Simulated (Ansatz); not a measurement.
The starting structures come from a database of crystals and need not be the phases stable at ambient conditions.

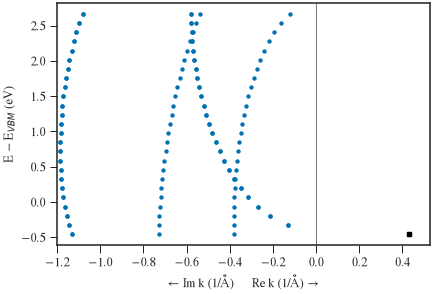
*Complex bands at the centre of the two-dimensional zone; r2SCAN run with Ansatz (a first-principles code)*

No gap correction and no spin-orbit coupling; mid-gap values are interpolated between computed energies.

### Question
This is ScCuO$_{2}$ (R-3m, not sure to be the ambient phase, 4 atoms a cell, 12.8 Å³ an atom) along the normal of (001). Read off the slowest decay at the centre of the two-dimensional zone at 1.24 eV, the computed energy nearest the middle of the gap.

### Answer
κ ≈ 0.33 1/Å, a decay length 1/(2κ) of the density of 1.5 Å.
